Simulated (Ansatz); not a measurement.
# CH$_{6}$Si···H$_{2}$O: what the fields show

```yaml
atoms:
  - { symbol: Si, position_ang: [0.4548, 0.0526, 0.1085] }
  - { symbol: C, position_ang: [0.3309, -0.0547, 1.9808] }
  - { symbol: H, position_ang: [-0.7289, -0.0082, 2.2625] }
  - { symbol: H, position_ang: [0.7580, -0.9969, 2.3550] }
  - { symbol: H, position_ang: [0.8638, 0.7768, 2.4653] }
  - { symbol: H, position_ang: [1.8897, -0.0397, -0.3006] }
  - { symbol: H, position_ang: [-0.0702, 1.3475, -0.4012] }
  - { symbol: H, position_ang: [-0.2630, -1.0756, -0.5461] }
  - { symbol: O, position_ang: [-2.7012, 0.1942, 0.7118] }
  - { symbol: H, position_ang: [-3.0134, -0.6663, 1.0198] }
  - { symbol: H, position_ang: [-3.0850, 0.8223, 1.3363] }
```

The calculation used Ansatz, RKS CAM-B3LYP/def2-SVP.

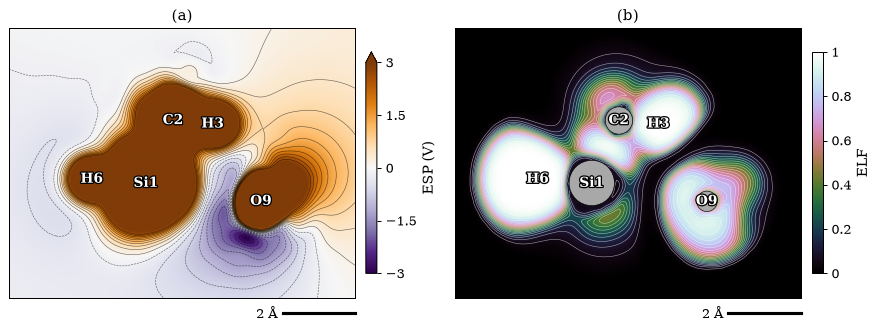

Figure 1. (a) molecular electrostatic potential; (b) ELF on the plane of atoms C2, Si1 and H6. Grey discs cover the atomic cores in the ELF map.

Read the bonding off the picture.

Atoms in the plane: Si, C, H and O. Si1···O9 (3.22 Å): the ELF dips to about 0 between them; a weak contact between the two molecules. C–Si (1.88 Å): the ELF peaks at about 1 between the atoms, as expected for localised, covalent bonding. C–H (1.10 Å): the ELF climbs to about 1 towards the hydrogen, as it does in any bond to H; an ordinary covalent bond to hydrogen. Si–H (1.49 Å): the ELF climbs to about 1 towards the hydrogen. The ELF also peaks beside O9, away from the bonds: lone-pair regions. Outside the dense part of the complex the potential is most negative (−2.9 V) near O9.

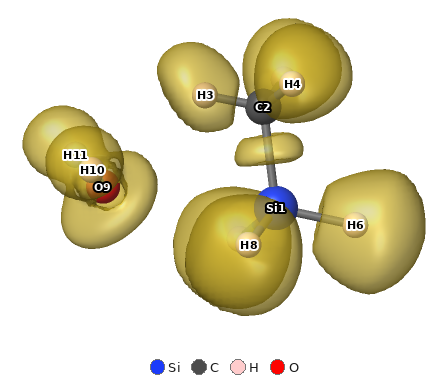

Figure 2. Isosurface of the ELF at 0.8 (yellow), seen across its widest extent. Core shells and regions of very low density are left out.

Describe the localisation domains.

The surface consists of one region between bonded C–Si atoms (shared pairs), six regions around hydrogen nuclei and one joined region spread over several atoms (H, O), in which their bonds and any lone pairs are merged.

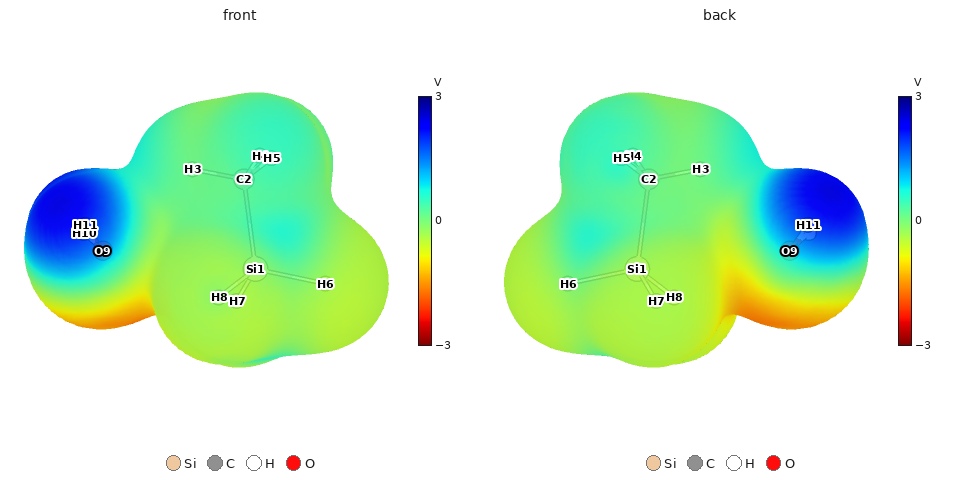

Figure 3. The electrostatic potential painted on the density surface at 0.002 e/bohr³, seen from the front and from behind; red is negative and blue positive.

Which sites attract a positive test charge, and which a negative one?

A positive charge is drawn to the negative regions and a negative charge to the positive ones. The most negative region (about −1.6 V, or −37 kcal/mol for a unit charge) lies over O9, the most positive (about +2.4 V, or +55 kcal/mol for a unit charge) over H10 and H11. O9 is the likeliest acceptor of a hydrogen bond.
